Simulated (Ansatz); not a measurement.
The calculation's input:

```
crystal:
  periodic: [false, false, false]
  atoms:
    - {symbol: C, position_ang: [-0.691019, 0.464456, -0.499612]}
    - {symbol: C, position_ang: [-0.588682, -0.335994, 0.807952]}
    - {symbol: N, position_ang: [0.659008, -0.930963, 0.303113]}
    - {symbol: C, position_ang: [0.809266, 0.173058, -0.658208]}
    - {symbol: H, position_ang: [-1.290967, -0.050079, -1.250297]}
    - {symbol: H, position_ang: [-1.001516, 1.506057, -0.434019]}
    - {symbol: H, position_ang: [-0.451455, 0.323060, 1.676329]}
    - {symbol: H, position_ang: [-1.381415, -1.054202, 1.033165]}
    - {symbol: H, position_ang: [1.405162, -1.034458, 0.978620]}
    - {symbol: H, position_ang: [1.424447, 1.006155, -0.291105]}
    - {symbol: H, position_ang: [1.172570, -0.124189, -1.645439]}
basis:
  gaussian: {orbitals: def2-TZVPP}
hamiltonian: {xc: pbe0, dispersion: d4}
output: {orbitals: {seedname: orbitals}}
```

Command:

```sh
ansatz run in.yaml --threads 4 --pin off --events-out ev --progress --plain --max-ram 10444MiB
```

Geometry: PBE0-D4/def2-TZVP.

The calculation used Ansatz 0.2.0, RKS PBE0-D4/def2-TZVPP.

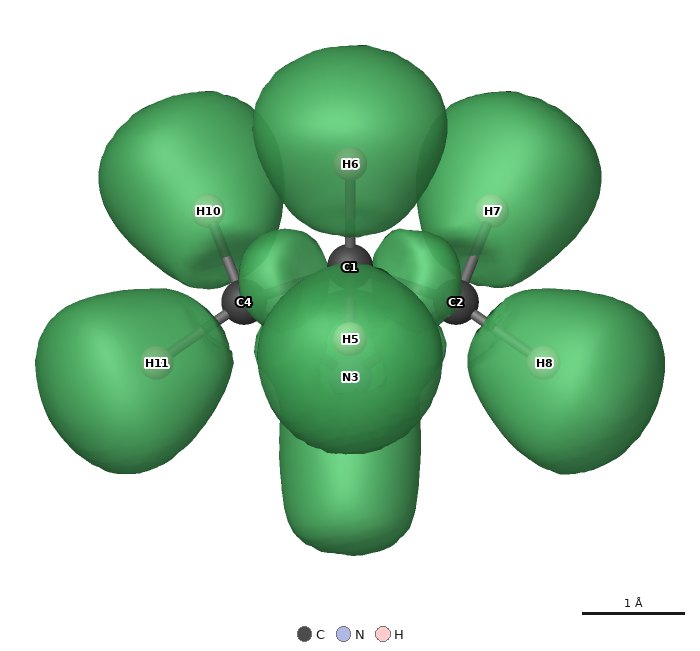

C$_{3}$H$_{7}$N (SMILES C1CNC1). Isosurface of the electron localisation function at 0.75 (green), seen from one side. Only the valence region is drawn (cores and ρ < 0.01 e/Å³ removed).

Q: Describe the localisation domains.

A: At this value the surface marks out two regions between bonded C–C atoms (shared pairs), six regions around hydrogen nuclei and one joined region spread over several atoms (H, N), in which their bonds and any lone pairs are merged.

Values along the shortest contacts:
C–N (1.47 Å): the ELF peaks at about 0.90 between the atoms; a shared electron pair. C–C (1.54 Å): the ELF peaks at about 0.95 between the atoms; a covalent bond.
